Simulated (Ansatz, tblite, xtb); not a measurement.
Si2H6TeO (SMILES O[SiH]([SiH3])[TeH]): the HOMO–LUMO gap, rung by rung

The species is Si2H6TeO (10 atoms), meant as a singlet with charge 0. SMILES: `O[SiH]([SiH3])[TeH]`. The shape is that of a PBE0-D4/def2-TZVP optimisation. This is one conformer, not always the lowest.

Each level gives the HOMO–LUMO gap (eV). The values are calculated.

```csv
level,kind,program,value (eV),CPU time
GFN2-xTB,semi-empirical,tblite,3.68,under 2 s
GFN1-xTB,semi-empirical,tblite,3.84,under 2 s
GFN0-xTB,semi-empirical,xtb,2.85,under 2 s
HF/def2-SVP (core potential),Hartree–Fock,Ansatz,11.39,23 s
B3LYP/def2-SVP (core potential),global hybrid,Ansatz,5.51,40 s
PBE0/def2-SVP (core potential),global hybrid,Ansatz,5.93,39 s
CAM-B3LYP/def2-SVP (core potential),range-separated hybrid,Ansatz,8.19,44 s
```

The values span 2.85 to 11.39 eV. Orbital gaps aren't excitation energies. CPU times are rough (shared hosts, several kinds of processor): they show what a rung costs within a factor of a few.

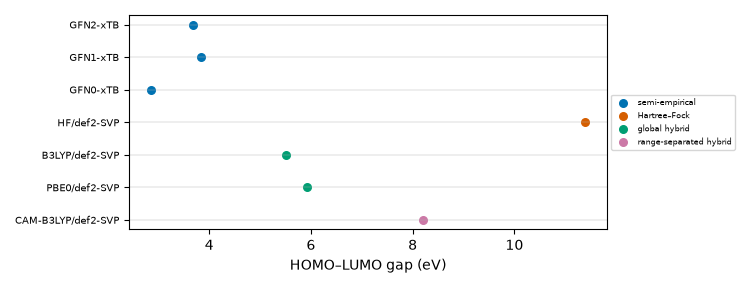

The values of the table, level by level.
